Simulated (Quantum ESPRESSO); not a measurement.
**MnS: a ladder in the k mesh**

Wanted: the cheapest choice of the k mesh that holds the magnetic results of MnS.

Main program and level: Quantum ESPRESSO 7.5; PBE with U = 3.2 eV on Mn d (ortho-atomic projectors); plane waves with GBRV 1.5 PBE potentials, no spin-orbit coupling (settings of the first rung).

The database entry behind the starting cell differs from later determinations by our own check (an axis about 0.2 % short against later determinations), so it need not match the best structure at ambient conditions.

### Step 1. Starting point

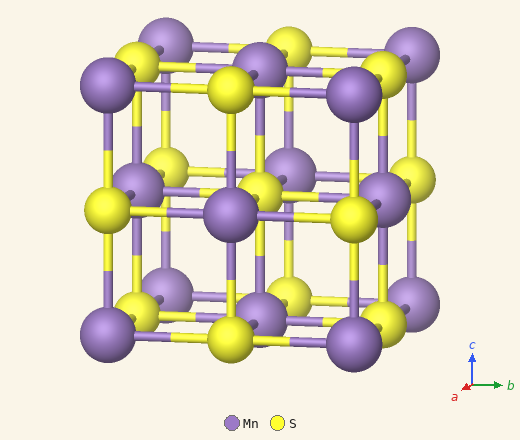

The starting structure, seen slightly off an axis (manganese light purple, sulfur yellow). This picture shows the conventional cell, with its axes. Some periodic images of atoms are drawn too.

The cell comes from the Crystallography Open Database.

### Step 2. Rung 1, start ferro +

File pw.in:

```
&CONTROL
  calculation = 'scf'
  prefix = 'pwscf'
  outdir = './tmp'
  pseudo_dir = './pseudo'
  disk_io = 'nowf'
  tprnfor = .true.
  tstress = .true.
/
&SYSTEM
  ibrav = 0
  celldm(1) = 8
  nat = 2
  ntyp = 2
  ecutwfc = 40
  ecutrho = 280
  nbnd = 19
  occupations = 'smearing'
  smearing = 'fd'
  degauss = 0.00734986
  nspin = 2
  starting_magnetization(1) = 0.3
  starting_magnetization(2) = 0
/
&ELECTRONS
  conv_thr = 4d-09
  electron_maxstep = 150
  mixing_beta = 0.3
/
ATOMIC_SPECIES
Mn     54.9380 mn_pbe_v1.5.uspp.F.UPF
S      32.0600 s_pbe_v1.4.uspp.F.UPF
CELL_PARAMETERS alat
   0.0000000000000    0.6152239614485    0.6152239614485
   0.6152239614485    0.0000000000000    0.6152239614485
   0.6152239614485    0.6152239614485    0.0000000000000
ATOMIC_POSITIONS crystal
Mn      0.0000000000    0.0000000000    0.0000000000
S       0.5000000000    0.5000000000    0.5000000000
K_POINTS automatic
2 2 2 0 0 0
HUBBARD {ortho-atomic}
U Mn-3d 3.2000
```

On the command line:

```sh
OMP_NUM_THREADS=1 mpirun -n 2 pw.x -in pw.in > pw.out
```

The program printed:

```text
Program PWSCF v.7.5 starts

     Message from routine setup:
     using ibrav=0 with symmetry is DISCOURAGED, use correct ibrav instead

     R & G space division:  proc/nbgrp/npool/nimage =       2
     Subspace diagonalization in iterative solution of the eigenvalue problem:

     Parallelization info
     --------------------
     sticks:   dense  smooth     PW     G-vecs:    dense   smooth      PW
     Min         465     267     81                 9441     4049     681
     Max         466     268     82                 9442     4050     682
     Sum         931     535    163                18883     8099    1363

     Using Slab Decomposition

     bravais-lattice index     =            0
     lattice parameter (alat)  =       8.0000  a.u.
     unit-cell volume          =     238.4513 (a.u.)^3
     number of atoms/cell      =            2
     number of atomic types    =            2
     number of electrons       =        21.00
     number of Kohn-Sham states=           19
     kinetic-energy cutoff     =      40.0000  Ry
     charge density cutoff     =     280.0000  Ry
     scf convergence threshold =      4.0E-09
     mixing beta               =       0.3000
     number of iterations used =            8  plain     mixing
     Exchange-correlation=  SLA  PW   PBX  PBC
                           (   1   4   3   4   0   0   0)
     Hubbard projectors: ortho-atomic
     Hubbard parameters of DFT+U (Dudarev formulation) in eV:
     U(Mn-3d) =  3.2000

     Internal variables: lda_plus_u =T, lda_plus_u_kind = 0

     Internal variables: orbital_resolved =F, hub_pot_fix =F, apply_U = F

     celldm(1)=   8.000000  celldm(2)=   0.000000  celldm(3)=   0.000000
     celldm(4)=   0.000000  celldm(5)=   0.000000  celldm(6)=   0.000000

     crystal axes: (cart. coord. in units of alat)
               a(1) = (   0.000000   0.615224   0.615224 )
               a(2) = (   0.615224   0.000000   0.615224 )
               a(3) = (   0.615224   0.615224   0.000000 )

     reciprocal axes: (cart. coord. in units 2 pi/alat)
               b(1) = ( -0.812712  0.812712  0.812712 )
               b(2) = (  0.812712 -0.812712  0.812712 )
               b(3) = (  0.812712  0.812712 -0.812712 )

     PseudoPot. # 1 for Mn read from file:
     mn_pbe_v1.5.uspp.F.UPF
     Pseudo is Ultrasoft + core correction, Zval = 15.0

     PseudoPot. # 2 for S  read from file:
     s_pbe_v1.4.uspp.F.UPF
     Pseudo is Ultrasoft + core correction, Zval =  6.0

     atomic species   valence    mass     pseudopotential
     Mn               15.00    54.93800     Mn( 1.00)
     S                 6.00    32.06000     S ( 1.00)

     Starting magnetic structure
     atomic species   magnetization
     Mn              0.300
     S               0.000

     48 Sym. Ops., with inversion, found

   Cartesian axes

     site n.     atom                  positions (alat units)
         1        Mn     tau(   1) = (   0.0000000   0.0000000   0.0000000  )
         2        S      tau(   2) = (   0.6152240   0.6152240   0.6152240  )

     number of k points=     3  Fermi-Dirac smearing, width (Ry)=  0.0073
                       cart. coord. in units 2pi/alat
        k(    1) = (   0.0000000   0.0000000   0.0000000), wk =   0.1250000
        k(    2) = (  -0.4063561  -0.4063561   0.4063561), wk =   0.5000000
        k(    3) = (  -0.8127122   0.0000000   0.0000000), wk =   0.3750000

     Dense  grid:    18883 G-vectors     FFT dimensions: (  40,  40,  40)

     Smooth grid:     8099 G-vectors     FFT dimensions: (  30,  30,  30)

     Check: negative core charge=   -0.000037
     Generating pointlists ...
     new r_m :   0.2538 (alat units)  2.0302 (a.u.) for type    1
     new r_m :   0.2538 (alat units)  2.0302 (a.u.) for type    2

     Initial potential from superposition of free atoms

     starting charge      20.4999, renormalised to      21.0000

     STARTING HUBBARD OCCUPATIONS:

     =================== HUBBARD OCCUPATIONS ===================
     ------------------------ ATOM    1 ------------------------
     Tr[ns(  1)] (up, down, total) =   5.00000  0.00000  5.00000
     Atomic magnetic moment for atom   1 =   5.00000
     [... lines left out ...]
     Number of occupied Hubbard levels =    5.0000

     Atomic wfc used for Hubbard projectors are orthogonalized

     Starting wfcs are   17 randomized atomic wfcs +    2 random wfcs

     Self-consistent Calculation

     iteration #  1     ecut=    40.00 Ry     beta= 0.30
     Davidson diagonalization with overlap
     ethr =  1.00E-02,  avg # of iterations =  5.0

     =================== HUBBARD OCCUPATIONS ===================
     ------------------------ ATOM    1 ------------------------
     Tr[ns(  1)] (up, down, total) =   4.72304  0.23502  4.95806
     Atomic magnetic moment for atom   1 =   4.48802
     [... lines left out ...]
     Number of occupied Hubbard levels =    4.9581

     total energy              =    -235.09995673 Ry
     estimated scf accuracy    <       0.60621145 Ry

     total magnetization       =     4.71 Bohr mag/cell
     absolute magnetization    =     4.71 Bohr mag/cell

     iteration #  2     ecut=    40.00 Ry     beta= 0.30
     Davidson diagonalization with overlap
     ethr =  2.89E-03,  avg # of iterations =  2.2

     total energy              =    -235.22230455 Ry
     estimated scf accuracy    <       0.02378787 Ry

     total magnetization       =     4.69 Bohr mag/cell
     absolute magnetization    =     4.69 Bohr mag/cell

     [... further iterations left out ...]

     iteration # 11     ecut=    40.00 Ry     beta= 0.30
     Davidson diagonalization with overlap
     ethr =  6.80E-09,  avg # of iterations =  2.0

     negative rho (up, down):  0.000E+00 4.147E-04

     total energy              =    -235.23048779 Ry
     estimated scf accuracy    <       0.00000005 Ry

     total magnetization       =     4.70 Bohr mag/cell
     absolute magnetization    =     4.70 Bohr mag/cell

     iteration # 12     ecut=    40.00 Ry     beta= 0.30
     Davidson diagonalization with overlap
     ethr =  2.33E-10,  avg # of iterations =  4.0

     negative rho (up, down):  0.000E+00 4.147E-04

     Magnetic moment per site  (integrated on atomic sphere of radius R)
     atom   1 (R=0.254)  charge= 13.1511  magn=  4.3349
     atom   2 (R=0.254)  charge=  4.7872  magn=  0.0964

     End of self-consistent calculation

     =================== HUBBARD OCCUPATIONS ===================
     ------------------------ ATOM    1 ------------------------
     Tr[ns(  1)] (up, down, total) =   4.95053  0.41208  5.36261
     Atomic magnetic moment for atom   1 =   4.53845
     [... lines left out ...]
     Number of occupied Hubbard levels =    5.3626

     [... lines left out ...]
     the Fermi energy is    10.6144 ev

!    total energy              =    -235.23048783 Ry
     estimated scf accuracy    <          1.1E-09 Ry
     smearing contrib. (-TS)   =      -0.00506571 Ry
     internal energy E=F+TS    =    -235.22542213 Ry

     The total energy is F=E-TS. E is the sum of the following terms:
     one-electron contribution =    -132.60138357 Ry
     hartree contribution      =      74.12889696 Ry
     xc contribution           =     -35.30926074 Ry
     ewald contribution        =    -141.49328211 Ry
     Hubbard energy            =       0.04960734 Ry

     total magnetization       =     4.70 Bohr mag/cell
     absolute magnetization    =     4.70 Bohr mag/cell

     convergence has been achieved in  12 iterations

     negative rho (up, down):  0.000E+00 4.147E-04

     Forces acting on atoms (cartesian axes, Ry/au):

     atom    1 type  1   force =    -0.00000000    0.00000000    0.00000000
     atom    2 type  2   force =     0.00000000   -0.00000000   -0.00000000

     Total force =     0.000000     Total SCF correction =     0.000000

     Computing stress (Cartesian axis) and pressure

     negative rho (up, down):  0.000E+00 4.147E-04
          total   stress  (Ry/bohr**3)                   (kbar)     P=       73.84
   0.00050193   0.00000000   0.00000000           73.84        0.00        0.00
   0.00000000   0.00050193  -0.00000000            0.00       73.84       -0.00
   0.00000000  -0.00000000   0.00050193            0.00       -0.00       73.84

=------------------------------------------------------------------------------=
   JOB DONE.
=------------------------------------------------------------------------------=
```

Wall time 3.3 s (2 MPI ranks of AMD EPYC 9R45, shared host); peak memory 0.19 GiB.

Spin moment in the atom's sphere by atom:

```tsv
atom	spin moment in the atom's sphere (μB)
Mn1	4.33
S2	0.10
```

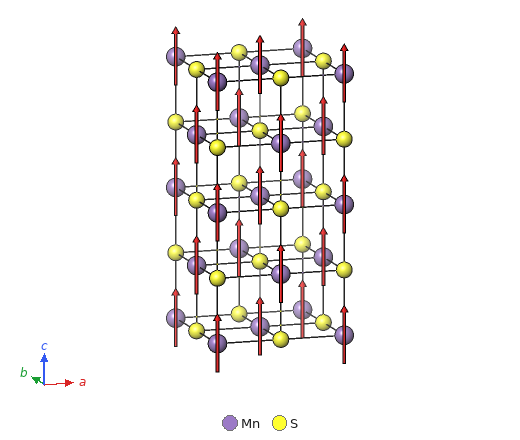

Spin moment in the atom's sphere as arrows, the longest 4.33 μB. Up and down stand for the sign. Arrows give size and sign along the axis of quantisation, drawn up and down the page. 1×1×2 conventional cells are drawn. Some periodic images of atoms are drawn too.

Read from the output:

| Quantity | Value |
| --- | --- |
| magnetization | 4.699 μB |
| final state | ferromagnetic |

### Step 3. Rung 1, start antiferro q=(0,1/2,1/2) +-

The wavevector q is in fractions of the reciprocal vectors of the crystal's primitive cell, as the cells of these inputs are built from it; moments change sign between cells as cos(2π q·R).

File pw.in:

```
&CONTROL
  calculation = 'scf'
  prefix = 'pwscf'
  outdir = './tmp'
  pseudo_dir = './pseudo'
  disk_io = 'nowf'
  tprnfor = .true.
  tstress = .true.
/
&SYSTEM
  ibrav = 0
  celldm(1) = 8
  nat = 4
  ntyp = 3
  ecutwfc = 40
  ecutrho = 280
  nbnd = 30
  occupations = 'smearing'
  smearing = 'fd'
  degauss = 0.00734986
  nspin = 2
  starting_magnetization(1) = 0.3
  starting_magnetization(2) = -0.3
  starting_magnetization(3) = 0
/
&ELECTRONS
  conv_thr = 8d-09
  electron_maxstep = 150
  mixing_beta = 0.3
/
ATOMIC_SPECIES
Mn1    54.9380 mn_pbe_v1.5.uspp.F.UPF
Mn2    54.9380 mn_pbe_v1.5.uspp.F.UPF
S      32.0600 s_pbe_v1.4.uspp.F.UPF
CELL_PARAMETERS alat
   0.0000000000000    0.6152239614485    0.6152239614485
   1.2304479228970    0.0000000000000    1.2304479228970
   1.2304479228970    0.6152239614485    0.6152239614485
ATOMIC_POSITIONS crystal
Mn1     0.0000000000    0.0000000000    0.0000000000
Mn2     0.0000000000    0.5000000000    0.0000000000
S       0.5000000000    0.0000000000    0.5000000000
S       0.5000000000    0.5000000000    0.5000000000
K_POINTS automatic
2 1 2 0 0 0
HUBBARD {ortho-atomic}
U Mn1-3d 3.2000
U Mn2-3d 3.2000
```

The program printed:

```text
     [... lines left out ...]
Program PWSCF v.7.5 starts
     [... lines left out ...]
     number of atoms/cell      =            4
     [... lines left out ...]
     number of electrons       =        42.00
     number of Kohn-Sham states=           30
     kinetic-energy cutoff     =      40.0000  Ry
     charge density cutoff     =     280.0000  Ry
     scf convergence threshold =      8.0E-09
     [... lines left out ...]
     16 Sym. Ops., with inversion, found
     [... lines left out ...]
     number of k points=     3  Fermi-Dirac smearing, width (Ry)=  0.0073
     [... lines left out ...]
     iteration # 11     ecut=    40.00 Ry     beta= 0.30
     [... lines left out ...]
     Magnetic moment per site  (integrated on atomic sphere of radius R)
     atom   1 (R=0.254)  charge= 13.1439  magn=  4.3800
     atom   2 (R=0.254)  charge= 13.1439  magn= -4.3800
     atom   3 (R=0.254)  charge=  4.8067  magn= -0.0508
     atom   4 (R=0.254)  charge=  4.8067  magn=  0.0508
     [... lines left out ...]
     Tr[ns(  1)] (up, down, total) =   4.96751  0.35381  5.32132
     [... lines left out ...]
     Tr[ns(  2)] (up, down, total) =   0.35381  4.96751  5.32132
     [... lines left out ...]
     the Fermi energy is    10.7799 ev
!    total energy              =    -470.47599203 Ry
     estimated scf accuracy    <          7.2E-09 Ry
     smearing contrib. (-TS)   =      -0.00170338 Ry
     [... lines left out ...]
     total magnetization       =     0.00 Bohr mag/cell
     absolute magnetization    =     9.45 Bohr mag/cell
     convergence has been achieved in  11 iterations
     [... lines left out ...]
     Total force =     0.000000     Total SCF correction =     0.000000
     [... lines left out ...]
          total   stress  (Ry/bohr**3)                   (kbar)     P=       89.32
     [... lines left out ...]
```

It took 9.6 s on 2 MPI ranks; peak memory 0.28 GiB; 19 s of CPU time.

Spin moment in the atom's sphere by atom:

```tsv
atom	spin moment in the atom's sphere (μB)
Mn1	4.38
Mn2	-4.38
S3	-0.05
S4	0.05
```

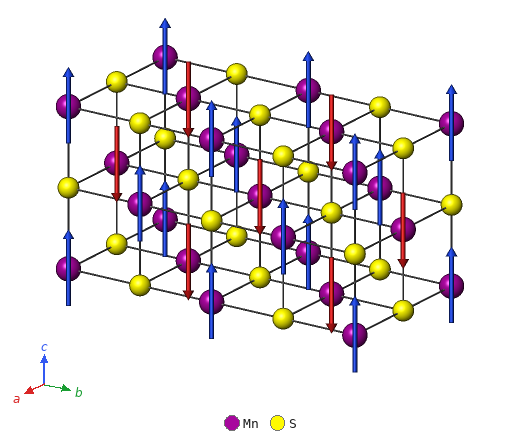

Spin moment in the atom's sphere as arrows, the longest 4.38 μB. Up and down stand for the sign. Arrows give size and sign along the axis of quantisation, drawn up and down the page. The two directions have two colours. 1×2×1 conventional cells are drawn. Some periodic images of atoms are drawn too.

This step gave:

| Quantity | Value |
| --- | --- |
| magnetization | 0 μB |
| final state | antiferromagnetic |

### Step 4. Rung 2, start ferro +

File pw.in:

```
&CONTROL
  calculation = 'scf'
  prefix = 'pwscf'
  outdir = './tmp'
  pseudo_dir = './pseudo'
  disk_io = 'nowf'
  tprnfor = .true.
  tstress = .true.
/
&SYSTEM
  ibrav = 0
  celldm(1) = 8
  nat = 2
  ntyp = 2
  ecutwfc = 40
  ecutrho = 280
  nbnd = 19
  occupations = 'smearing'
  smearing = 'fd'
  degauss = 0.00734986
  nspin = 2
  starting_magnetization(1) = 0.3
  starting_magnetization(2) = 0
/
&ELECTRONS
  conv_thr = 4d-09
  electron_maxstep = 150
  mixing_beta = 0.3
/
ATOMIC_SPECIES
Mn     54.9380 mn_pbe_v1.5.uspp.F.UPF
S      32.0600 s_pbe_v1.4.uspp.F.UPF
CELL_PARAMETERS alat
   0.0000000000000    0.6152239614485    0.6152239614485
   0.6152239614485    0.0000000000000    0.6152239614485
   0.6152239614485    0.6152239614485    0.0000000000000
ATOMIC_POSITIONS crystal
Mn      0.0000000000    0.0000000000    0.0000000000
S       0.5000000000    0.5000000000    0.5000000000
K_POINTS automatic
4 4 4 0 0 0
HUBBARD {ortho-atomic}
U Mn-3d 3.2000
```

On the command line:

```sh
OMP_NUM_THREADS=1 mpirun -n 2 pw.x -nk 2 -in pw.in > pw.out
```

The program printed:

```text
     [... lines left out ...]
Program PWSCF v.7.5 starts
     [... lines left out ...]
     number of atoms/cell      =            2
     [... lines left out ...]
     number of electrons       =        21.00
     number of Kohn-Sham states=           19
     kinetic-energy cutoff     =      40.0000  Ry
     charge density cutoff     =     280.0000  Ry
     scf convergence threshold =      4.0E-09
     [... lines left out ...]
     48 Sym. Ops., with inversion, found
     [... lines left out ...]
     number of k points=     8  Fermi-Dirac smearing, width (Ry)=  0.0073
     [... lines left out ...]
     iteration # 10     ecut=    40.00 Ry     beta= 0.30
     [... lines left out ...]
     Magnetic moment per site  (integrated on atomic sphere of radius R)
     atom   1 (R=0.254)  charge= 13.1483  magn=  4.4773
     atom   2 (R=0.254)  charge=  4.7249  magn=  0.1383
     [... lines left out ...]
     Tr[ns(  1)] (up, down, total) =   4.96936  0.28850  5.25786
     [... lines left out ...]
     the Fermi energy is    10.5588 ev
!    total energy              =    -235.33044311 Ry
     estimated scf accuracy    <          1.9E-09 Ry
     smearing contrib. (-TS)   =      -0.00031440 Ry
     [... lines left out ...]
     total magnetization       =     4.99 Bohr mag/cell
     absolute magnetization    =     4.99 Bohr mag/cell
     convergence has been achieved in  10 iterations
     [... lines left out ...]
     Total force =     0.000000     Total SCF correction =     0.000000
     [... lines left out ...]
          total   stress  (Ry/bohr**3)                   (kbar)     P=       44.34
     [... lines left out ...]
```

It took 4 s on 2 MPI ranks; peak memory 0.2 GiB; 7.5 s of CPU time.

Numbers from this step:

- magnetization: 4.99 μB
- final state: ferromagnetic
- largest moment: 4.477 μB

### Step 5. Rung 2, start antiferro q=(0,1/2,1/2) +-

File pw.in:

```
&CONTROL
  calculation = 'scf'
  prefix = 'pwscf'
  outdir = './tmp'
  pseudo_dir = './pseudo'
  disk_io = 'nowf'
  tprnfor = .true.
  tstress = .true.
/
&SYSTEM
  ibrav = 0
  celldm(1) = 8
  nat = 4
  ntyp = 3
  ecutwfc = 40
  ecutrho = 280
  nbnd = 30
  occupations = 'smearing'
  smearing = 'fd'
  degauss = 0.00734986
  nspin = 2
  starting_magnetization(1) = 0.3
  starting_magnetization(2) = -0.3
  starting_magnetization(3) = 0
/
&ELECTRONS
  conv_thr = 8d-09
  electron_maxstep = 150
  mixing_beta = 0.3
/
ATOMIC_SPECIES
Mn1    54.9380 mn_pbe_v1.5.uspp.F.UPF
Mn2    54.9380 mn_pbe_v1.5.uspp.F.UPF
S      32.0600 s_pbe_v1.4.uspp.F.UPF
CELL_PARAMETERS alat
   0.0000000000000    0.6152239614485    0.6152239614485
   1.2304479228970    0.0000000000000    1.2304479228970
   1.2304479228970    0.6152239614485    0.6152239614485
ATOMIC_POSITIONS crystal
Mn1     0.0000000000    0.0000000000    0.0000000000
Mn2     0.0000000000    0.5000000000    0.0000000000
S       0.5000000000    0.0000000000    0.5000000000
S       0.5000000000    0.5000000000    0.5000000000
K_POINTS automatic
4 2 4 0 0 0
HUBBARD {ortho-atomic}
U Mn1-3d 3.2000
U Mn2-3d 3.2000
```

The program printed:

```text
     [... lines left out ...]
Program PWSCF v.7.5 starts
     [... lines left out ...]
     number of atoms/cell      =            4
     [... lines left out ...]
     number of electrons       =        42.00
     number of Kohn-Sham states=           30
     kinetic-energy cutoff     =      40.0000  Ry
     charge density cutoff     =     280.0000  Ry
     scf convergence threshold =      8.0E-09
     [... lines left out ...]
     16 Sym. Ops., with inversion, found
     [... lines left out ...]
     number of k points=    10  Fermi-Dirac smearing, width (Ry)=  0.0073
     [... lines left out ...]
     iteration # 12     ecut=    40.00 Ry     beta= 0.30
     [... lines left out ...]
     Magnetic moment per site  (integrated on atomic sphere of radius R)
     atom   1 (R=0.254)  charge= 13.1465  magn=  4.4538
     atom   2 (R=0.254)  charge= 13.1465  magn= -4.4538
     atom   3 (R=0.254)  charge=  4.7238  magn= -0.0437
     atom   4 (R=0.254)  charge=  4.7238  magn=  0.0437
     [... lines left out ...]
     Tr[ns(  1)] (up, down, total) =   4.96562  0.29634  5.26197
     [... lines left out ...]
     Tr[ns(  2)] (up, down, total) =   0.29634  4.96562  5.26197
     [... lines left out ...]
     the Fermi energy is    10.6685 ev
!    total energy              =    -470.66434558 Ry
     estimated scf accuracy    <          1.4E-09 Ry
     smearing contrib. (-TS)   =      -0.00019936 Ry
     [... lines left out ...]
     total magnetization       =     0.00 Bohr mag/cell
     absolute magnetization    =     9.65 Bohr mag/cell
     convergence has been achieved in  12 iterations
     [... lines left out ...]
     Total force =     0.000000     Total SCF correction =     0.000000
     [... lines left out ...]
          total   stress  (Ry/bohr**3)                   (kbar)     P=       37.56
     [... lines left out ...]
```

The job ended after 17 s (2 MPI ranks; peak memory 0.34 GiB).

This step gave:

* magnetization: 0 μB
* final state: antiferromagnetic
* largest moment: 4.454 μB

[end of part 1 of 2]

[Logs and program files are shortened in this print: banners, set-up blocks, solver, clock and traceback lines can be left out without a mark of their own.]

[Logs are printed without paths, hosts, clocks, repeated set-up lines and the standing remarks that a program may print on its own settings, such as how far it seeks lower states.]

[Hosts, paths, dates, database ids (printed as entryN), source tags and the programs' standing remarks are cut or masked in the printed files.]

[Where a cell is said to come from a database of computed structures, the database is the Materials Project.]
